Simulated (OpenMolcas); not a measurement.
SiH2Br2 (dibromosilane): the vertical ionisation energy, rung by rung

The species is SiH2Br2 (5 atoms), meant as a singlet with charge 0. SMILES: `Br[SiH2]Br`. The coordinates come from a PBE0-D4/def2-TZVP relaxation.

```tsv
atom	x (Å)	y (Å)	z (Å)
Br	-1.6727	-1.2393	0.3623
Si	0.1582	-0.0463	0.0547
Br	-0.2956	1.8142	-1.0420
H	1.1034	-0.8432	-0.7517
H	0.7066	0.3146	1.3767
```

Each level gives the vertical ionisation energy (to the doublet cation) (eV). The values are calculated.

| level | kind | program | value (eV) | CPU time (all runs) |
| --- | --- | --- | --- | --- |
| HF/def2-SVP | Hartree–Fock | OpenMolcas | 11.05 | 21 s |
| PBE/def2-SVP | GGA | OpenMolcas | 10.13 | 60 s |
| revPBE/def2-SVP | GGA | OpenMolcas | 10.11 | 59 s |
| M06-L/def2-SVP | meta-GGA | OpenMolcas | 10.31 | 82 s |
| r2SCAN/def2-SVP | meta-GGA | OpenMolcas | 10.47 | 76 s |
| BHLYP/def2-SVP | global hybrid | OpenMolcas | 10.94 | 58 s |
| M06-2X/def2-SVP | hybrid meta-GGA | OpenMolcas | 11.07 | 74 s |
| PBE0/def2-SVP | global hybrid | OpenMolcas | 10.65 | 58 s |

All-electron rows without a relativistic Hamiltonian named are non-relativistic. Spin-orbit coupling, which can split open shells on such heavy atoms by tenths of an eV, is left out. The values span 10.11 to 11.07 eV. Times are those of the runs behind each value, whatever else they computed, on shared processors of several kinds: orders of magnitude only.

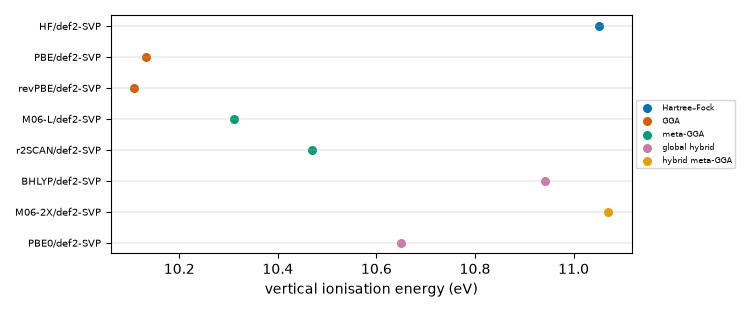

The values of the table, level by level.
